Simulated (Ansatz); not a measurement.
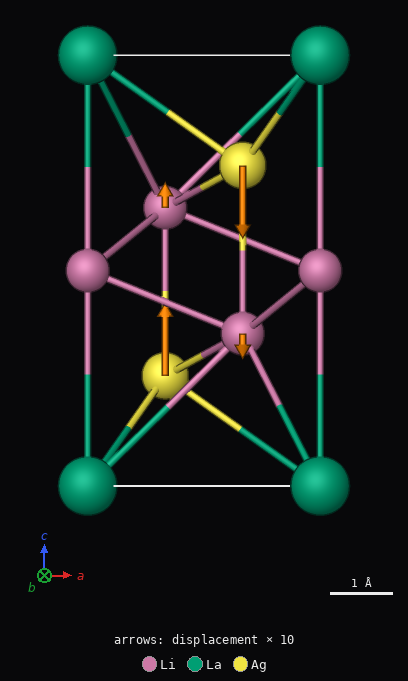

A relaxation of crystalline Li3LaAg2 (a generated structure, set up in P-3m1). The starting structure is drawn; orange arrows show the displacements (the part carried along by the change of the cell is left out), 10 times their true length.

The picture is a ball-and-stick view of the cell of the calculation, seen along the b axis.

The start is a swapped structure.

Method: Ansatz 0.2.0, DFT, PAW plane waves, PBE.

Input file:
```yaml
crystal:
  lattice:
    - [4.390546, 0.0, 0.0]
    - [-2.195273, 3.802328, 0.0]
    - [0.0, 0.0, 7.044953]
  atoms:
    - { symbol: Li, position: [0.3333, 0.6667, 0.646] }
    - { symbol: Li, position: [0.6667, 0.3333, 0.354] }
    - { symbol: Li, position: [0.0, 0.0, 0.5] }
    - { symbol: La, position: [0.0, 0.0, 0.0] }
    - { symbol: Ag, position: [0.3333, 0.6667, 0.25575] }
    - { symbol: Ag, position: [0.6667, 0.3333, 0.74425] }
  symmetry: { tolerance: 0.0003 }
kpoints:
  mp_grid: { grid: [8, 8, 4], shift: [0, 0, 0] }
magnetization:
  spin_polarized: false
scf:
  occupations: { method: fermi_dirac }
  lower_state_search: "off"
hamiltonian:
  pseudopotentials: { kind: paw }
  xc: pbe
basis:
  ecutwfc: 420
  fft_grid_basis: typed
relax:
  max_steps: 80
  cell: { p_target: 0.0 }
  f_tol: 0.03
output:
  forces: true
  stress: true
  eigenvalues: true
  bader: true
  populations: true
  elf: true
  write_potential: true
  volumetric_format: npy
  dos:
    e_range: [-12, 8]
    de: 0.05
    projected: { site_lists: { Ag: [Ag], La: [La], Li: [Li] } }
  write_density: true
checkpoint:
  read: saved_state
```

Run as
```bash
ansatz run input.yaml --threads 2 --pin off --max-ram 3584MiB --backend cpu --events-out ev --progress --plain --runs-dir out
```

### Atoms of which element are displaced furthest, and by how much?

Silver: up to 0.12 Å, against 0.04 Å for lithium.

### Describe the change and its energy.

The largest moves relative to the cell, 0.12 Å, are those of Ag5 and Ag6. Ag6 goes along −c. Largest moves by element: Ag 0.12 Å, Li 0.04 Å. La stays in place. Cell: a = b 4.391 → 4.584 Å (+4.4 %), c 7.045 → 7.134 Å (+1.3 %). Volume +10.4 %. Among the contacts that change: La4–Ag5 3.110 → 3.284 Å, Li1–Li3 2.736 → 2.860 Å, Li1–La4 3.556 → 3.629 Å, Li1–Ag6 2.628 → 2.700 Å. The space group stays P-3m1 (No. 164). Over 4 accepted moves (5 points after the start) the energy falls by 36.7 meV per atom. The largest force component goes from 0.46 to 0.0017 eV/Å. The pressure goes from 4.66 to −0.01 GPa. The SCF was repeated once at an unchanged geometry on a basis and grid sized afresh for the cell, which shifted the energy by 0.2 meV per atom at most.
